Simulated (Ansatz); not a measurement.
# Work function of Fe(110): what the settings cost and change, part 2 of 2

How thick a slab and how much vacuum does the work function of Fe(110) need?

Ansatz 0.2.0; plane-wave DFT, PBE, Ansatz PAW.

So far, work function, upper face (eV): step 2 (run, setting 1 layer) 4.46; step 8 (run, 8 atoms) 4.74; step 9 (run, 10 atoms) 4.74; step 10 (slab, 13 atoms) 4.74; step 11 (slab, 7 atoms) 4.73.

## 12. Run, 7 atoms

The cell differs from the one that the last finished run ended in (c 22.176 → 26.176 Å).

Input file input.yaml:

```yaml
crystal:
  lattice:
    - [2.029396462, -1.435, 0.0]
    - [2.029396462, 1.435, 0.0]
    - [0.0, 0.0, 26.176378772]
  atoms:
    - { symbol: Fe, position: [0.0, 0.0, 0.2674166683], spin: 2.5 }
    - { symbol: Fe, position: [0.5, 0.5, 0.3449444455], spin: 2.5 }
    - { symbol: Fe, position: [0.0, 0.0, 0.4224722228], spin: 2.5 }
    - { symbol: Fe, position: [0.5, 0.5, 0.5], spin: 2.5 }
    - { symbol: Fe, position: [0.0, 0.0, 0.5775277772], spin: 2.5 }
    - { symbol: Fe, position: [0.5, 0.5, 0.6550555545], spin: 2.5 }
    - { symbol: Fe, position: [0.0, 0.0, 0.7325833317], spin: 2.5 }
magnetization:
  spin_polarized: true
kpoints:
  mp_grid: { grid: [17, 17, 1] }
hamiltonian:
  xc: pbe
scf:
  occupations: { method: fermi_dirac, width: 0.1 }
  convergence: { dr2_threshold: 1.0e-09 }
efield:
  axis: 3
  dipole_correction: true
  ramp_position: 0.97
  ramp_width: 0.06
output:
  write_potential: true
  write_density: true
  volumetric_format: npy
```

Started as:

```sh
$ ansatz run input.yaml --threads 4 --pin off --max-ram 6144MiB --backend cpu --events-out ev --progress --plain --runs-dir out
```

It took 3.9 min on 4 threads of Arm Neoverse N1, shared host; peak memory 2 GiB; 15 min of CPU time.

The work function is 4.738 eV, +0.006 eV from the run “7 layers, 10 Å of vacuum”, at 1.2 times its CPU time.

## 13. Slab, 7 atoms (run 2)

The cell differs from the one that the last finished run ended in (c 26.176 → 38.176 Å).

input.yaml, the sections that differ from step 12:

```yaml
crystal:
  lattice:
    - [2.029396462, -1.435, 0.0]
    - [2.029396462, 1.435, 0.0]
    - [0.0, 0.0, 38.176378772]
  atoms:
    - { symbol: Fe, position: [0.0, 0.0, 0.3405247019], spin: 2.5 }
    - { symbol: Fe, position: [0.5, 0.5, 0.3936831346], spin: 2.5 }
    - { symbol: Fe, position: [0.0, 0.0, 0.4468415673], spin: 2.5 }
    - { symbol: Fe, position: [0.5, 0.5, 0.5], spin: 2.5 }
    - { symbol: Fe, position: [0.0, 0.0, 0.5531584327], spin: 2.5 }
    - { symbol: Fe, position: [0.5, 0.5, 0.6063168654], spin: 2.5 }
    - { symbol: Fe, position: [0.0, 0.0, 0.6594752981], spin: 2.5 }
# magnetization, kpoints, hamiltonian, scf, efield, output: as in step 12
```

It took 5 min on 4 threads; peak memory 2.7 GiB.

The work function is 4.738 eV, -0.000 eV from the run “7 layers, 14 Å of vacuum”, at 1.3 times its CPU time.

## 14. Comparing the runs

Times are for 4 threads of Arm Neoverse N1, shared host. Results by setting:

```tsv
no.	setting	work function, upper face (eV)	time	memory (GiB)
1	1 layer	4.463	37 s	0.63
2	2 layers	4.753	1.7 min	0.72
3	3 layers	4.765	1.8 min	0.92
4	4 layers	4.746	2.6 min	1.2
5	5 layers	4.743	3.4 min	1.5
6	6 layers	4.736	4.7 min	1.9
7	8 layers	4.739	6.9 min	2.7
8	10 layers	4.739	11 min	3.6
9	13 layers	4.739	16 min	5.3
10	7 layers, 10 Å of vacuum	4.732	3.2 min	1.8
11	7 layers, 14 Å of vacuum	4.738	3.9 min	2
12	7 layers, 26 Å of vacuum	4.738	5 min	2.7
```

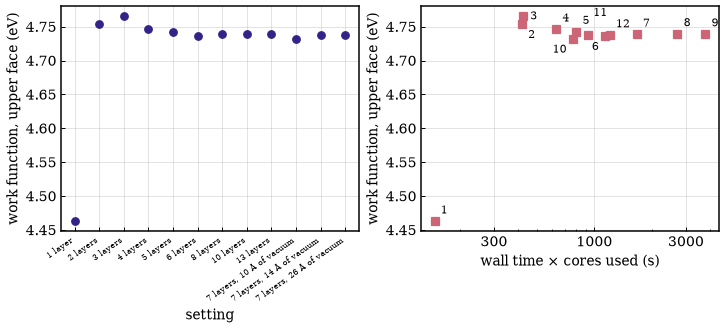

The series as plots; the last panel sets the first result against cost, with the runs numbered as in the table.

## 15. The same run with other settings

System of this step: Fe(110) monolayer. The cell holds 1 atom: 1 Fe. Cell: a = 2.485 Å, b = 2.485 Å, c = 18.000 Å, α = 90.0°, β = 90.0°, γ = 70.5°. Vacuum lies along c.

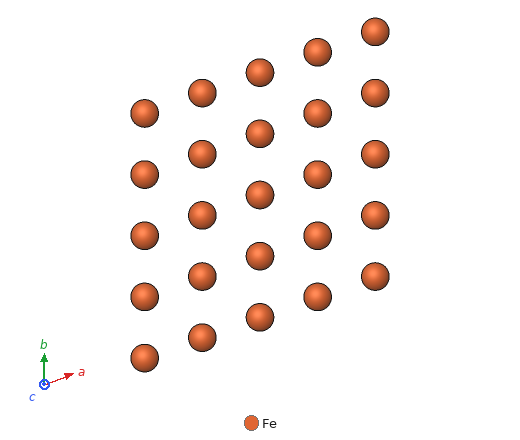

The cell of this step (iron orange). 4×4×1 cells are drawn. Some periodic images of atoms are drawn too.

An input spoilt on purpose, to show how the run answers: it repeats the earlier run “1 layer” with efield.amplitude to 0 and efield.dipole_correction from true to false, and scf.max_iter set to 80; its output block differs too.

input.yaml, the sections that differ from step 13:

```yaml
crystal:
  lattice:
    - [2.029396462, -1.435, 0.0]
    - [2.029396462, 1.435, 0.0]
    - [0.0, 0.0, 18.0]
  atoms:
    - { symbol: Fe, position: [0.0, 0.0, 0.5], spin: 2.5 }
scf:
  occupations: { method: fermi_dirac, width: 0.1 }
  convergence: { dr2_threshold: 1.0e-09 }
  max_iter: 80
efield:
  axis: 3
  dipole_correction: false
  ramp_position: 0.97
  ramp_width: 0.06
  amplitude: 0
# magnetization, kpoints, hamiltonian, output: as in step 13
```

Run time: 0.02 s. Hardware: 4 threads; peak memory 0.07 GiB.

The input was rejected at the start.

The program's message: “Error: invalid value for `efield.amplitude`: is zero with dipole_correction: false — the section would apply nothing; set a non-zero amplitude, enable dipole_correction, or remove the block”

The fault put into the input: a field block that applies nothing.

## 16. Outcome

| Quantity | Value |
| --- | --- |
| work function, 1 layer | 4.463 eV |
| work function, 3 layers | 4.765 eV |
| work function, 6 layers | 4.736 eV |
| work function, 13 layers | 4.739 eV |

**Reading.** The thickest slab gives 4.74 eV, and the settings tried spread the value from 4.46 to 4.77 eV. At 18 Å of vacuum, the slabs from 2 layers on stay within 0.03 eV of the thickest. Going from 10 to 26 Å of vacuum moves it by 0.006 eV. The program marks the value as in doubt in “7 layers, 10 Å of vacuum”. The ladder's slabs use the tabulated experimental lattice constant (two decimals; a low-temperature value for the alkali metals). The magnetic order is the one reached from the typed start; other orders were not compared. In 1 run of the series (7 layers, 10 Å of vacuum) the program warns that electrons reach the sawtooth's ramp, which makes dipole and work function less sure.

Comparison with the measured values:

| quantity | measured | 13 layers |
| --- | --- | --- |
| work function (clean (110) face, a compiled value) (eV) | 5.12 | 4.74 (-0.38 eV) |

Measured values from arxiv:1902.07811 (2019).

How well it matches: The work function is off by -0.38 eV: a clear miss. The grades are ours: good and fair within 3 and 7 % for the work function. No cell relaxation is part of this session.

[Logs are printed without paths, hosts, clocks, repeated set-up lines and the standing remarks that a program may print on its own settings, such as how far it seeks lower states.]

[Hosts, paths, dates, database ids (printed as entryN), source tags and the programs' standing remarks are cut or masked in the printed files.]

[Maps of the electrostatic potential energy from Ansatz leave out the sawtooth potential of an applied field or a dipole correction, so their vacuum need not be flat; planar profiles and work functions include it.]
